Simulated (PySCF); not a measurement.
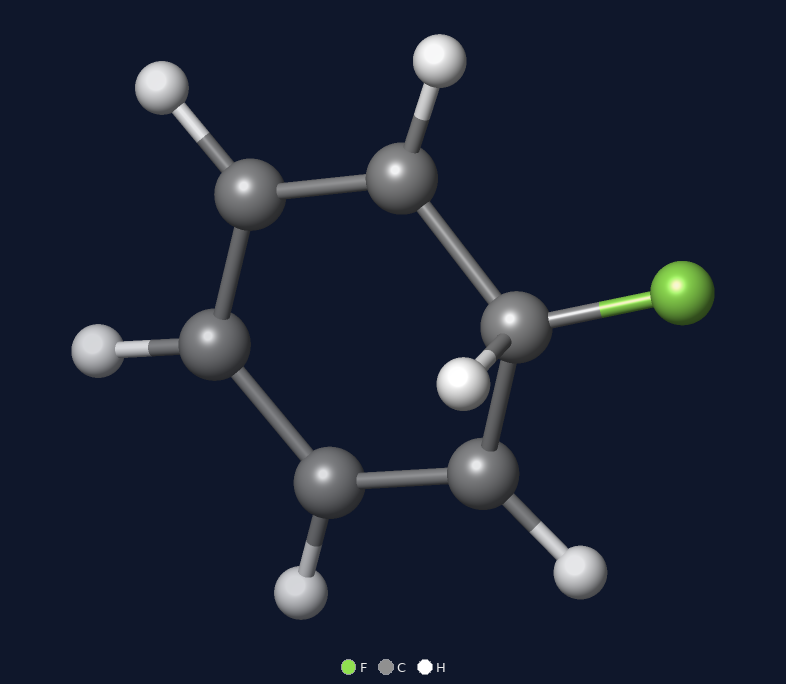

The picture shows a molecular structure as a ball-and-stick model.

The species has charge +1 and is a spin singlet. The geometry was computed by an optimisation with GFN2-xTB. No frequency run is at hand to confirm it as a minimum.

Description:

It has 13 atoms: 6 carbon, 6 hydrogen and 1 fluorine (C₆H₆F⁺). The point group is Cs. Coordination: 1 C tetrahedral; 5 C trigonal planar.

The parts below concern this one geometry. Atoms keep their numbers from picture to picture.

## Electronic properties

No frequency run is at hand to confirm it as a minimum. Level of theory: PBE0/def2-SVPD, gas phase (PySCF 2.14.0). Excitations: vertical, linear response.

What is the HOMO energy (Kohn–Sham orbital)?

Answer. −13.74 eV.

Estimate the LUMO energy (Kohn–Sham orbital).

Answer. −9.04 eV.

Estimate the lowest vertical singlet excitation.

Answer. 3.88 eV.

What is the mean static polarisability?

Answer. 62.4 bohr³.

## NMR shielding

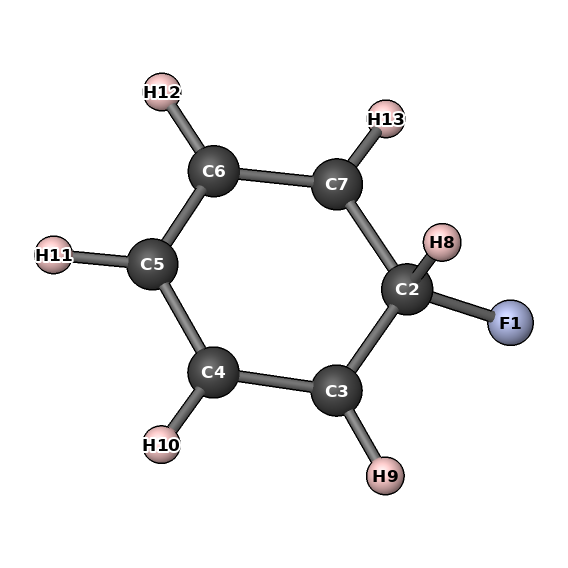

The questions are on isotropic NMR shieldings of the C atoms. No frequency run is at hand to confirm it as a minimum. Level of theory: GIAO PBE0/pcSseg-1 NMR shielding, non-relativistic, gas phase (PySCF 2.14.0).

Give the isotropic NMR shieldings of the C atoms atom by atom.

| atom | σ (ppm) |
| --- | --- |
| C2 | 77.6 |
| C3 | −13.2 |
| C4 | 42.7 |
| C5 | 5.4 |
| C6 | 42.7 |
| C7 | −13.2 |

## Charges

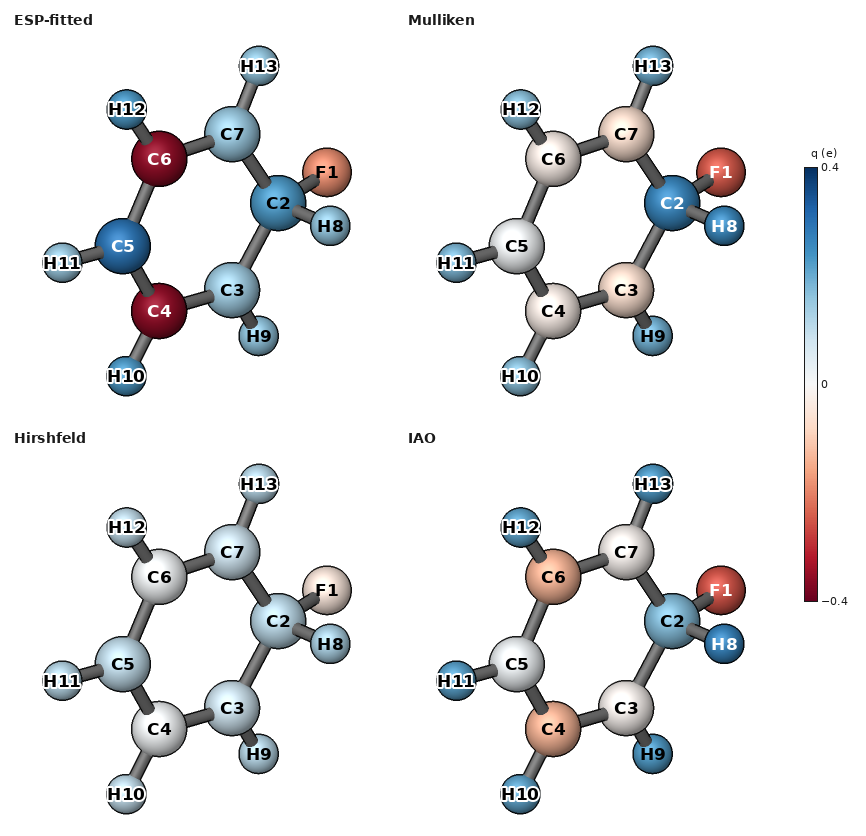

Atomic charges of one calculation by 4 schemes, on one colour scale. No frequency run is at hand to confirm it as a minimum. Computed with PBE0/pcSseg-1 (PySCF 2.14.0).

On which atom do the schemes disagree most?

Answer. On C4 (from −0.36 to 0.01 e); C6 (from −0.36 to 0.01 e).

List the charges (e), one line for each set of equivalent atoms.

| atom | ESP-fitted | Mulliken | Hirshfeld | IAO |
| --- | --- | --- | --- | --- |
| F1 | −0.19 | −0.25 | −0.05 | −0.25 |
| C2 | 0.23 | 0.27 | 0.11 | 0.17 |
| C3, C7 | 0.14 | −0.06 | 0.08 | −0.01 |
| C4, C6 | −0.36 | −0.03 | 0.01 | −0.13 |
| C5 | 0.30 | 0.01 | 0.10 | 0.02 |
| H8 | 0.16 | 0.26 | 0.13 | 0.27 |
| H9, H13 | 0.16 | 0.19 | 0.11 | 0.23 |
| H10, H12 | 0.23 | 0.17 | 0.10 | 0.21 |
| H11 | 0.15 | 0.18 | 0.11 | 0.22 |

## Ring current

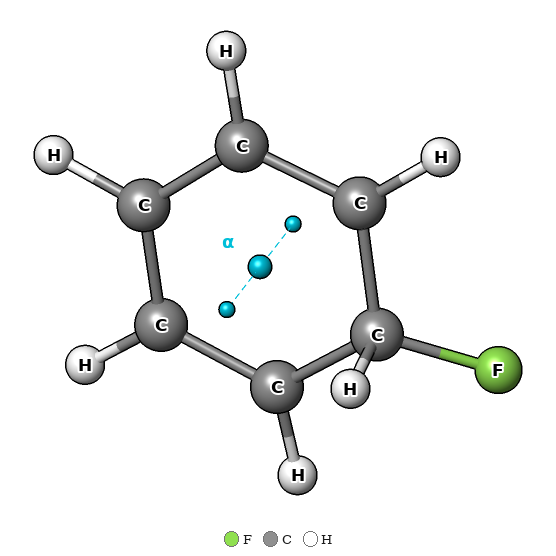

The small points mark where nucleus-independent chemical shifts (NICS) were computed: at the centre of each lettered ring and 1 Å above and below it. No frequency run is at hand to confirm it as a minimum. Method: GIAO PBE0/pcSseg-1 NMR shielding, non-relativistic, gas phase (PySCF 2.14.0).

Give NICS(0), NICS(1) and the out-of-plane component NICS(1)zz for each ring (means of the two sides).

```csv
ring,members,NICS(0),NICS(1),NICS(1)zz
α,C6,−1.4,−6.1,−12.5
```

Values in ppm.

Mulliken values depend strongly on the basis set and can even reverse the polarity of a bond.
